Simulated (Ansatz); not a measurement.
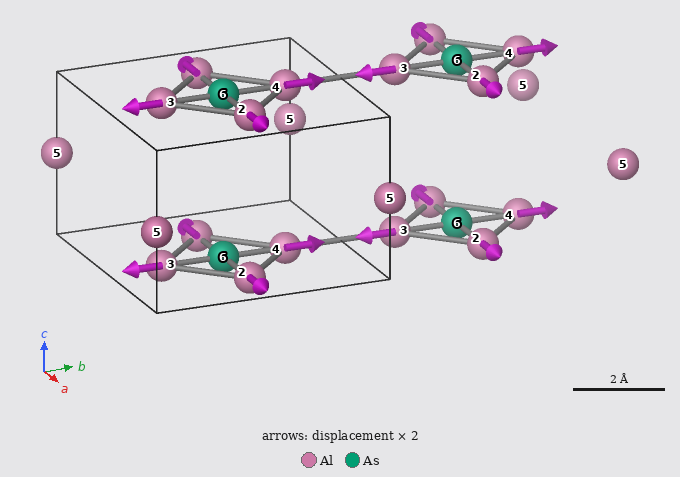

This is a relaxation of crystalline Al5As (a generated structure, set up in P4/mmm) (coarse preliminary run). The starting structure is drawn; purple arrows show the displacements (the part carried along by the change of the cell is left out), magnified 2 times.

A ball-and-stick model of the cell of the calculation, repeated 1 × 2 × 1 with one cell outlined, seen from a free direction.

Computed with Ansatz, DFT PBE, scalar-relativistic, plane waves, PAW.

Input
```yaml
crystal:
  lattice:
    - [5.60557592, 0.0, 0.0]
    - [0.0, 5.60557592, 0.0]
    - [0.0, 0.0, 3.81811338]
  atoms:
    - { symbol: Al, position: [0.23494474, 0.5, 0.0] }
    - { symbol: Al, position: [0.76505526, 0.5, 0.0] }
    - { symbol: Al, position: [0.5, 0.23494474, 0.0] }
    - { symbol: Al, position: [0.5, 0.76505526, 0.0] }
    - { symbol: Al, position: [0.0, 0.0, 0.5] }
    - { symbol: As, position: [0.5, 0.5, 0.0] }
basis:
  ecutwfc: 420
kpoints:
  mp_grid: { grid: [4, 4, 4] }
hamiltonian:
  xc: pbe
scf:
  occupations: { method: gaussian, width: 0.1 }
  lower_state_search: "off"
output:
  forces: true
  stress: true
  eigenvalues: true
relax:
  adjacent_minimum: "off"
  f_tol: 0.04
  max_steps: 70
  cell: { stress_tol: 0.4 }
```

Command:
```bash
ansatz run input.yaml --threads 1 --pin off --max-ram 2560MiB --backend cpu --events-out ev --progress --plain --runs-dir out
```

Q: Which element moves most?

A: Aluminium: up to 0.48 Å, against 0.00 Å for arsenic.

Q: Describe the change and its energy.

A: Over 11 accepted moves (13 points after the start) the energy falls by 9687 meV per atom. Largest force component: 58 eV/Å at the start, 0.0087 eV/Å at the end. The pressure goes from 145.23 to 0.22 GPa. The SCF was repeated twice at an unchanged geometry on a basis and grid sized afresh for the cell, which shifted the energy by 52.1 meV per atom at most. The largest moves relative to the cell, 0.48 Å, are those of Al1, Al2, Al3 and Al4. Al2 goes along +a. As stays in place. The drawn cell changes as follows: a = b 5.606 → 7.392 Å (+31.9 %), c 3.818 → 2.816 Å (−26.2 %); the volume changes by +28.3 %. Among the contacts that change: Al1–Al3 2.101 → 3.450 Å, As6–As6 3.818 → 2.816 Å, Al1–As6 1.486 → 2.440 Å, Al1–Al2 2.634 → 2.513 Å. Bonds break, among them: Al1–Al3 (2.10 → 3.45 Å), Al1–Al4 (2.10 → 3.45 Å), Al2–Al3 (2.10 → 3.45 Å), Al2–Al4 (2.10 → 3.45 Å). The space group stays P4/mmm (No. 123). The run took 58 s on 1 thread of Arm Neoverse V1, on a shared host, peak memory 0.38 GiB.

Limits of the set-up: the k-point mesh is coarse for a cell with partly filled bands.
